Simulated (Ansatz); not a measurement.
# S-phenylphenoxathiinium tetracyanoborate (C₂₂H₁₃BN₄OS): a spread of methods and bases, part 2 of 2

Ansatz 0.2.0, Gaussian basis; the settings change from run to run. The steps go on from the part before.

## Step 4: B97/6-31G

Options: charge -1, multiplicity 2, atoms shaken by 0.15 Å.

Contents of in.yaml:

```yaml
crystal:
  periodic: [false, false, false]
  atoms:
    - {symbol: N, position_ang: [-3.033858, 2.823476, 5.118976]}
    - {symbol: C, position_ang: [-2.808894, 2.216335, 4.225265]}
    - {symbol: B, position_ang: [-2.033408, 1.153655, 3.306820]}
    - {symbol: C, position_ang: [-1.304168, 2.719575, 2.003797]}
    - {symbol: N, position_ang: [-0.551159, 3.074682, 1.381508]}
    - {symbol: C, position_ang: [-2.775542, 0.669593, 2.051011]}
    - {symbol: N, position_ang: [-3.522706, -0.392394, 1.527378]}
    - {symbol: C, position_ang: [-1.065361, 0.461024, 3.734669]}
    - {symbol: N, position_ang: [-0.064947, -0.344022, 3.945602]}
    - {symbol: C, position_ang: [-0.362231, -4.506035, -0.917187]}
    - {symbol: C, position_ang: [0.646041, -3.595000, -1.016409]}
    - {symbol: C, position_ang: [1.060346, -2.395333, -0.929487]}
    - {symbol: C, position_ang: [-0.234207, -1.836853, -0.333480]}
    - {symbol: S, position_ang: [-0.193041, -0.034394, 0.336062]}
    - {symbol: C, position_ang: [-0.482628, 0.849985, -1.338259]}
    - {symbol: C, position_ang: [-2.117349, 0.860366, -0.936579]}
    - {symbol: C, position_ang: [-2.376468, 1.485200, -2.535564]}
    - {symbol: C, position_ang: [-1.772078, 2.343973, -3.802630]}
    - {symbol: C, position_ang: [0.149825, 1.738400, -3.144615]}
    - {symbol: C, position_ang: [0.186891, 1.393980, -2.121800]}
    - {symbol: O, position_ang: [1.372611, 1.391578, -1.831573]}
    - {symbol: C, position_ang: [2.033597, 0.890964, -0.701478]}
    - {symbol: C, position_ang: [3.582013, 1.153063, -0.649488]}
    - {symbol: C, position_ang: [4.099343, 0.858521, 0.614132]}
    - {symbol: C, position_ang: [3.552040, 0.359071, 1.627544]}
    - {symbol: C, position_ang: [2.376476, 0.014674, 1.600218]}
    - {symbol: C, position_ang: [1.406414, 0.461054, 0.369585]}
    - {symbol: C, position_ang: [-1.256687, -2.249365, -0.077745]}
    - {symbol: C, position_ang: [-1.600802, -3.759166, -0.112923]}
    - {symbol: H, position_ang: [-0.426648, -5.407488, -1.337360]}
    - {symbol: H, position_ang: [1.504649, -4.234369, -1.722017]}
    - {symbol: H, position_ang: [2.042364, -1.766186, -1.200340]}
    - {symbol: H, position_ang: [-2.854562, 0.512959, -0.538943]}
    - {symbol: H, position_ang: [-3.936165, 1.664524, -2.741932]}
    - {symbol: H, position_ang: [-1.874028, 2.570239, -4.322500]}
    - {symbol: H, position_ang: [0.873733, 2.325347, -4.109995]}
    - {symbol: H, position_ang: [4.204613, 1.846972, -1.802284]}
    - {symbol: H, position_ang: [5.066126, 1.142170, 0.306497]}
    - {symbol: H, position_ang: [4.031548, 0.381985, 2.652100]}
    - {symbol: H, position_ang: [1.936141, -0.258792, 2.436547]}
    - {symbol: H, position_ang: [-2.161387, -1.999485, 0.559063]}
    - {symbol: H, position_ang: [-2.405221, -4.564267, -0.098690]}
basis:
  gaussian: {orbitals: 6-31G}
total_charge: -1
magnetization: {spin_polarized: true, initial_magnetization: 1}
hamiltonian: {xc: {name: B97}}
scf: {omitted_lower_state_checks: [starts]}
output: {forces: true}
```

Run with:

```console
$ ansatz run in.yaml --threads 2 --pin off --events-out ev --progress --plain --max-ram 32768MiB --backend cuda --devices 0, --max-vram 18GiB
```

Standard output:

```text
Functional definition: B97
  name "B97"
  cite "Becke, J. Chem. Phys. 107, 8554 (1997) doi:10.1063/1.475007"
  parameter cx = 0.1943
  parameter cx0 = 0.8094
  parameter cx1 = 0.5073
  parameter cx2 = 0.7481
  parameter css0 = 0.1737
  parameter css1 = 2.3487
  parameter css2 = -2.4868
  parameter cos0 = 0.9454
  parameter cos1 = 0.7471
  parameter cos2 = -4.5961
  exchange = spin_sum(e_x_unif_s*poly(b97_u_x, cx0, cx1, cx2)) + cx*exact_x
  correlation = spin_sum(e_c_pw_same_spin*poly(b97_u_same, css0, css1, css2))
      + integral(e_c_pw_opposite_spin*poly(b97_u_opposite, cos0, cos1, cos2))
these checks for a lower state are left out or cut short: starts
4076 factors; integrals over basis functions are off by at most 2.7e-4 eV
mean field evaluation 1: about -42423.3112 eV, gradient 8.2e1 eV
mean field evaluation 2: about -42127.8205 eV, gradient 2.1e2 eV
mean field evaluation 4: about -42456.0280 eV, gradient 2.4e1 eV
mean field evaluation 8: about -42459.4958 eV, gradient 4.7e0 eV
mean field evaluation 16: about -42460.6627 eV, gradient 2.8e-1 eV
mean field evaluation 32: about -42460.6673 eV, gradient 7.0e-3 eV
mean field -42460.66729558 eV, -1560.4007422386 hartree, gradient 1.9e-5 eV, S^2 0.821903; 0 other end points of the search recorded, 0 dependent functions left out
the calculation of the forces begins
reference -42460.66733285 eV, -1560.4007436081 hartree; 102, 101 occupied and 189, 190 virtual orbitals, 4076 factors
Total energy: -42460.66733285 eV, -1560.4007436081 hartree
Atom 0 at    -3.033858     2.823476     5.118976 Å, force    -2.749252     6.349194     8.548446 eV/Å
Atom 1 at    -2.808894     2.216335     4.225265 Å, force     3.128108    -7.402291    -8.131604 eV/Å
Atom 2 at    -2.033408     1.153655     3.306820 Å, force   -11.291061    12.176167    -6.194316 eV/Å
Atom 3 at    -1.304168     2.719575     2.003797 Å, force   -18.009670   -10.328500    16.770461 eV/Å
Atom 4 at    -0.551159     3.074682     1.381508 Å, force    18.498104     9.285825   -15.622289 eV/Å
Atom 5 at    -2.775542     0.669593     2.051011 Å, force    -7.628064   -10.746383    -3.594613 eV/Å
Atom 6 at    -3.522706    -0.392394     1.527378 Å, force     6.054157     9.045801     3.893064 eV/Å
Atom 7 at    -1.065361     0.461024     3.734669 Å, force    18.785579   -14.105033     6.200828 eV/Å
Atom 8 at    -0.064947    -0.344022     3.945602 Å, force    -7.119240     5.770013    -1.172615 eV/Å
Atom 9 at    -0.362231    -4.506035    -0.917187 Å, force    -6.139089     7.316585     5.860969 eV/Å
Atom 10 at     0.646041    -3.595000    -1.016409 Å, force     6.516778   -10.400622    -6.765530 eV/Å
Atom 11 at     1.060346    -2.395333    -0.929487 Å, force    -1.753816     8.318761     2.565711 eV/Å
Atom 12 at    -0.234207    -1.836853    -0.333480 Å, force    22.462171    10.684158    -4.688747 eV/Å
Atom 13 at    -0.193041    -0.034394     0.336062 Å, force    -0.883191     0.955147    -0.892278 eV/Å
Atom 14 at    -0.482628     0.849985    -1.338259 Å, force   -21.347811   -11.379402    19.067116 eV/Å
Atom 15 at    -2.117349     0.860366    -0.936579 Å, force    13.675620     8.450929   -15.681741 eV/Å
Atom 16 at    -2.376468     1.485200    -2.535564 Å, force    -5.578188     3.798886    -3.045342 eV/Å
Atom 17 at    -1.772078     2.343973    -3.802630 Å, force    22.058283   -47.999795   104.817767 eV/Å
Atom 18 at     0.149825     1.738400    -3.144615 Å, force    -6.978239    16.826446   -40.834304 eV/Å
Atom 19 at     0.186891     1.393980    -2.121800 Å, force     4.317488    -2.756935    15.219669 eV/Å
Atom 20 at     1.372611     1.391578    -1.831573 Å, force    17.667124    -0.557776     5.611882 eV/Å
Atom 21 at     2.033597     0.890964    -0.701478 Å, force     4.172031     3.484258    -3.863128 eV/Å
Atom 22 at     3.582013     1.153063    -0.649488 Å, force    -4.251756     0.742811    -2.491644 eV/Å
Atom 23 at     4.099343     0.858521     0.614132 Å, force     6.087041     5.183294   -11.804812 eV/Å
Atom 24 at     3.552040     0.359071     1.627544 Å, force     6.407173    -0.429128     9.088619 eV/Å
Atom 25 at     2.376476     0.014674     1.600218 Å, force   -11.828674    -0.021335    -5.536087 eV/Å
Atom 26 at     1.406414     0.461054     0.369585 Å, force     5.597340    -3.421678     6.371967 eV/Å
Atom 27 at    -1.256687    -2.249365    -0.077745 Å, force   -24.019909   -13.771411     7.556523 eV/Å
Atom 28 at    -1.600802    -3.759166    -0.112923 Å, force     5.181774    -3.631762    -5.000228 eV/Å
Atom 29 at    -0.426648    -5.407488    -1.337360 Å, force     0.030082    -3.682397    -1.353445 eV/Å
Atom 30 at     1.504649    -4.234369    -1.722017 Å, force    -1.295176     1.150427     1.676094 eV/Å
Atom 31 at     2.042364    -1.766186    -1.200340 Å, force    -2.662045    -1.924834     0.690583 eV/Å
Atom 32 at    -2.854562     0.512959    -0.538943 Å, force    -8.380636    -4.769365     5.186802 eV/Å
Atom 33 at    -3.936165     1.664524    -2.741932 Å, force     3.599922    -0.629751     0.642446 eV/Å
Atom 34 at    -1.874028     2.570239    -4.322500 Å, force   -19.621742    41.302141   -95.787886 eV/Å
Atom 35 at     0.873733     2.325347    -4.109995 Å, force    -1.895797    -2.416233     4.110711 eV/Å
Atom 36 at     4.204613     1.846972    -1.802284 Å, force    -2.039053    -2.544802     4.144125 eV/Å
Atom 37 at     5.066126     1.142170     0.306497 Å, force     2.584899     0.117795     2.182851 eV/Å
Atom 38 at     4.031548     0.381985     2.652100 Å, force     0.124769    -0.469131    -1.286140 eV/Å
Atom 39 at     1.936141    -0.258792     2.436547 Å, force    -2.830530    -1.756390     3.770159 eV/Å
Atom 40 at    -2.161387    -1.999485     0.559063 Å, force     1.440755     1.867888    -0.915767 eV/Å
Atom 41 at    -2.405221    -4.564267    -0.098690 Å, force    -0.086257     2.318428     0.685725 eV/Å
Dipole moment:     2.035952    -1.851523    -0.901397 e Å
Checks for a lower state left out: starts
```

Wall time 36 s (1 × H100 (card shared with other runs) with 2 threads of AMD EPYC 7R13, shared host); peak host memory 2.1 GiB.

Largest force 117.377 eV/Å, ⟨S²⟩ 0.822.

## Step 5: B97M-V/cc-pVTZ

Options: density fitting with def2-universal-jkfit, the search for lower states set to full.

Contents of in.yaml:

```yaml
crystal:
  periodic: [false, false, false]
  atoms:
    - {symbol: N, position_ang: [-3.184311, 2.724731, 5.126265]}
    - {symbol: C, position_ang: [-2.625344, 2.144390, 4.275213]}
    - {symbol: B, position_ang: [-1.871100, 1.359883, 3.124292]}
    - {symbol: C, position_ang: [-1.095843, 2.332188, 2.111724]}
    - {symbol: N, position_ang: [-0.482937, 2.921737, 1.301567]}
    - {symbol: C, position_ang: [-2.865084, 0.485509, 2.219469]}
    - {symbol: N, position_ang: [-3.468758, -0.185389, 1.468453]}
    - {symbol: C, position_ang: [-0.766418, 0.343258, 3.679901]}
    - {symbol: N, position_ang: [0.092777, -0.407875, 3.953154]}
    - {symbol: C, position_ang: [-0.365816, -4.411882, -0.986115]}
    - {symbol: C, position_ang: [0.802890, -3.681911, -1.265565]}
    - {symbol: C, position_ang: [0.905484, -2.337844, -0.881022]}
    - {symbol: C, position_ang: [-0.181926, -1.753776, -0.215119]}
    - {symbol: S, position_ang: [-0.178123, -0.023345, 0.328253]}
    - {symbol: C, position_ang: [-0.693831, 0.852109, -1.139699]}
    - {symbol: C, position_ang: [-2.075245, 1.000318, -1.350747]}
    - {symbol: C, position_ang: [-2.523228, 1.625385, -2.518430]}
    - {symbol: C, position_ang: [-1.593346, 2.101496, -3.460149]}
    - {symbol: C, position_ang: [-0.220003, 1.967238, -3.237181]}
    - {symbol: C, position_ang: [0.243177, 1.343490, -2.066134]}
    - {symbol: O, position_ang: [1.600734, 1.275082, -1.917660]}
    - {symbol: C, position_ang: [2.197917, 0.969423, -0.728760]}
    - {symbol: C, position_ang: [3.574277, 1.243987, -0.640607]}
    - {symbol: C, position_ang: [4.266584, 0.972401, 0.542902]}
    - {symbol: C, position_ang: [3.600206, 0.431189, 1.657309]}
    - {symbol: C, position_ang: [2.232708, 0.150547, 1.584632]}
    - {symbol: C, position_ang: [1.543170, 0.409421, 0.385667]}
    - {symbol: C, position_ang: [-1.356300, -2.463584, 0.086738]}
    - {symbol: C, position_ang: [-1.439081, -3.805843, -0.314832]}
    - {symbol: H, position_ang: [-0.436117, -5.466897, -1.291138]}
    - {symbol: H, position_ang: [1.644610, -4.162514, -1.786446]}
    - {symbol: H, position_ang: [1.821493, -1.763051, -1.083273]}
    - {symbol: H, position_ang: [-2.785841, 0.620662, -0.598869]}
    - {symbol: H, position_ang: [-3.602507, 1.743020, -2.690035]}
    - {symbol: H, position_ang: [-1.942926, 2.595865, -4.378632]}
    - {symbol: H, position_ang: [0.525564, 2.350609, -3.948143]}
    - {symbol: H, position_ang: [4.069435, 1.685647, -1.516841]}
    - {symbol: H, position_ang: [5.341872, 1.197934, 0.599815]}
    - {symbol: H, position_ang: [4.143838, 0.231017, 2.591497]}
    - {symbol: H, position_ang: [1.689936, -0.260881, 2.453164]}
    - {symbol: H, position_ang: [-2.191658, -1.973941, 0.615599]}
    - {symbol: H, position_ang: [-2.350920, -4.379804, -0.090229]}
basis:
  gaussian: {orbitals: cc-pVTZ, fitting: {mean_field: def2-universal-jkfit}}
hamiltonian: {xc: {name: B97M-V}}
scf: {lower_state_search: full}
output: {forces: true}
```

Same command.

Standard output:

```text
Functional definition: B97M-V
  name "B97M-V"
  cite "Mardirossian & Head-Gordon, J. Chem. Phys. 142, 074111 (2015) doi:10.1063/1.4907719"
  cite "Becke, J. Chem. Phys. 107, 8554 (1997) doi:10.1063/1.475007"
  cite "Vydrov & Van Voorhis, J. Chem. Phys. 133, 244103 (2010) doi:10.1063/1.3521275"
  # Of w^i u^j: cxij and so on, Table III.
  parameter cx00 = 1.000
  parameter cx01 = 1.308
  parameter cx02 = 1.901
  parameter cx10 = 0.416
  parameter cx11 = 3.070
  parameter css00 = 1.000
  parameter css02 = -1.855
  parameter css10 = -5.668
  parameter css32 = -20.497
  parameter css42 = -20.364
  parameter cos00 = 1.000
  parameter cos01 = 1.573
  parameter cos03 = -6.298
  parameter cos10 = 2.535
  parameter cos32 = -6.427
  parameter b = 6.0
  parameter c = 0.01
  gx(w, u) = cx00 + cx01*u + cx02*u^2 + (cx10 + cx11*u)*w
  gss(w, u) = css00 + css02*u^2 + css10*w + (css32*w^3 + css42*w^4)*u^2
  gos(w, u) = cos00 + cos01*u + cos03*u^3 + cos10*w + cos32*w^3*u^2
  exchange = spin_sum(e_x_unif_s*gx(b97_w, b97_u_x))
  correlation = spin_sum(e_c_pw_mod_same_spin*gss(b97_w, b97_u_same))
      + integral(e_c_pw_mod_opposite_spin*gos(b97_w_opposite, b97_u_opposite)) + vv10(b, c)
2472 factors; integrals over basis functions are off by at most 9.1e-1 eV
mean field evaluation 1: about -42513.9701 eV, gradient 1.3e2 eV
mean field evaluation 2: about -42513.9560 eV, gradient 1.3e2 eV
mean field evaluation 4: about -42529.3778 eV, gradient 9.0e1 eV
mean field evaluation 8: about -42550.9853 eV, gradient 2.4e0 eV
mean field evaluation 16: about -42551.0010 eV, gradient 5.7e-3 eV
mean field -42551.00100149 eV, -1563.7204447002 hartree, gradient 5.5e-5 eV, S^2 0.000000; 0 other end points of the search recorded, 0 dependent functions left out
the calculation of the forces begins
reference -42551.00111945 eV, -1563.7204490354 hartree; 101, 101 occupied and 955, 955 virtual orbitals, 2472 factors
Total energy: -42551.00111945 eV, -1563.7204490354 hartree
Atom 0 at    -3.184311     2.724731     5.126265 Å, force     1.108731    -1.151719    -1.692551 eV/Å
Atom 1 at    -2.625344     2.144390     4.275213 Å, force    -0.917730     0.958283     1.405632 eV/Å
Atom 2 at    -1.871100     1.359883     3.124292 Å, force    -0.017952    -0.004887     0.026113 eV/Å
Atom 3 at    -1.095843     2.332188     2.111724 Å, force     1.032941     1.005749    -1.354669 eV/Å
Atom 4 at    -0.482937     2.921737     1.301567 Å, force    -1.205672    -1.104333     1.605534 eV/Å
Atom 5 at    -2.865084     0.485509     2.219469 Å, force    -0.994074    -1.138434    -1.295546 eV/Å
Atom 6 at    -3.468758    -0.185389     1.468453 Å, force     1.109374     1.327870     1.525761 eV/Å
Atom 7 at    -0.766418     0.343258     3.679901 Å, force     1.470325    -1.240787     0.420777 eV/Å
Atom 8 at     0.092777    -0.407875     3.953154 Å, force    -1.735006     1.437449    -0.459421 eV/Å
Atom 9 at    -0.365816    -4.411882    -0.986115 Å, force     0.016281     0.099294     0.028113 eV/Å
Atom 10 at     0.802890    -3.681911    -1.265565 Å, force    -0.064863     0.026629     0.032228 eV/Å
Atom 11 at     0.905484    -2.337844    -0.881022 Å, force    -0.096651    -0.068701     0.018275 eV/Å
Atom 12 at    -0.181926    -1.753776    -0.215119 Å, force    -0.059563    -0.405094    -0.057958 eV/Å
Atom 13 at    -0.178123    -0.023345     0.328253 Å, force     0.359248    -0.160774    -0.579494 eV/Å
Atom 14 at    -0.693831     0.852109    -1.139699 Å, force    -0.003561     0.183418    -0.372355 eV/Å
Atom 15 at    -2.075245     1.000318    -1.350747 Å, force     0.001739     0.038575    -0.107844 eV/Å
Atom 16 at    -2.523228     1.625385    -2.518430 Å, force     0.063805    -0.024026     0.042901 eV/Å
Atom 17 at    -1.593346     2.101496    -3.460149 Å, force     0.052525    -0.050661     0.089624 eV/Å
Atom 18 at    -0.220003     1.967238    -3.237181 Å, force     0.077367    -0.030007     0.118960 eV/Å
Atom 19 at     0.243177     1.343490    -2.066134 Å, force    -0.647281     0.023540     0.068230 eV/Å
Atom 20 at     1.600734     1.275082    -1.917660 Å, force    -0.067659    -0.054031     0.110824 eV/Å
Atom 21 at     2.197917     0.969423    -0.728760 Å, force     0.155188    -0.123806     0.596829 eV/Å
Atom 22 at     3.574277     1.243987    -0.640607 Å, force    -0.142575     0.010751    -0.031942 eV/Å
Atom 23 at     4.266584     0.972401     0.542902 Å, force    -0.108953    -0.021120    -0.025040 eV/Å
Atom 24 at     3.600206     0.431189     1.657309 Å, force    -0.063666     0.005557    -0.035376 eV/Å
Atom 25 at     2.232708     0.150547     1.584632 Å, force     0.113668     0.029854    -0.009059 eV/Å
Atom 26 at     1.543170     0.409421     0.385667 Å, force     0.373855     0.114660    -0.082633 eV/Å
Atom 27 at    -1.356300    -2.463584     0.086738 Å, force     0.064632    -0.055177    -0.074730 eV/Å
Atom 28 at    -1.439081    -3.805843    -0.314832 Å, force     0.044162     0.031062    -0.015360 eV/Å
Atom 29 at    -0.436117    -5.466897    -1.291138 Å, force     0.055617     0.777560     0.226615 eV/Å
Atom 30 at     1.644610    -4.162514    -1.786446 Å, force    -0.617286     0.351033     0.385364 eV/Å
Atom 31 at     1.821493    -1.763051    -1.083273 Å, force    -0.674787    -0.414837     0.147357 eV/Å
Atom 32 at    -2.785841     0.620662    -0.598869 Å, force     0.552447     0.284317    -0.564120 eV/Å
Atom 33 at    -3.602507     1.743020    -2.690035 Å, force     0.797515    -0.079906     0.124887 eV/Å
Atom 34 at    -1.942926     2.595865    -4.378632 Å, force     0.260504    -0.363464     0.676566 eV/Å
Atom 35 at     0.525564     2.350609    -3.948143 Å, force    -0.540052    -0.267032     0.496575 eV/Å
Atom 36 at     4.069435     1.685647    -1.516841 Å, force    -0.338340    -0.312995     0.627447 eV/Å
Atom 37 at     5.341872     1.197934     0.599815 Å, force    -0.791380    -0.164236    -0.045534 eV/Å
Atom 38 at     4.143838     0.231017     2.591497 Å, force    -0.398879     0.154661    -0.694455 eV/Å
Atom 39 at     1.689936    -0.260881     2.453164 Å, force     0.420960     0.316610    -0.717797 eV/Å
Atom 40 at    -2.191658    -1.973941     0.615599 Å, force     0.664823    -0.364601    -0.390501 eV/Å
Atom 41 at    -2.350920    -4.379804    -0.090229 Å, force     0.690223     0.423756    -0.168225 eV/Å
Dipole moment:     1.473384    -1.168758    -2.529027 e Å
```

It took 28 s on 1 × H100 (card shared with other runs) with 2 threads of AMD EPYC 7R13, shared host.

Largest force 2.328 eV/Å, dipole 15.14 D.

## Step 6: All runs side by side

| level | charge | multiplicity | geometry | functions | energy (eV) | time |
| --- | --- | --- | --- | --- | --- | --- |
| wB97X/def2-mTZVP | 0 | 1 | relaxed | 598 | -42542.601 | 29 s |
| PBEsol/cc-pVTZ-DK | 1 | 2 | relaxed | 1056 | -42397.904 | 54 s |
| B97/6-31G | -1 | 2 | shaken | 291 | -42460.667 | 36 s |
| B97M-V/cc-pVTZ | 0 | 1 | relaxed | 1056 | -42551.001 | 28 s |

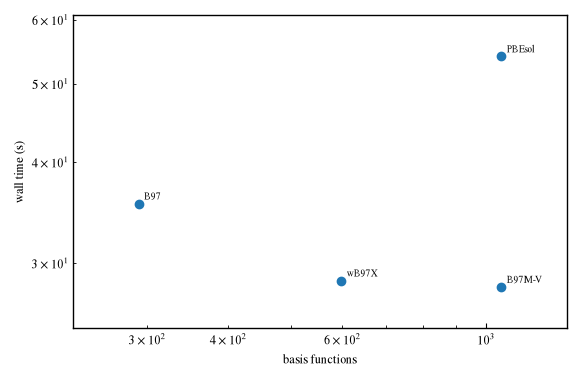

Wall time against the number of basis functions (shared host).

## Step 7: Outcome

This closing draws on all 2 parts.

```
                                         quantity                    value
                                             runs                        4
                                         quickest     B97M-V/cc-pVTZ, 28 s
                                          slowest  PBEsol/cc-pVTZ-DK, 54 s
spread of total energies, same state and geometry                   8.4 eV
                  dipole, same state and geometry         15.14 to 15.34 D
```

**Reading.** The times lie within a factor of two. The totals spread over 8 eV; they can't be compared across methods or bases. At the PBE-D4/def2-SVP geometry and in the same state, runs without warnings or point charges leave forces up to 2.67 eV/Å (wB97X/def2-mTZVP).
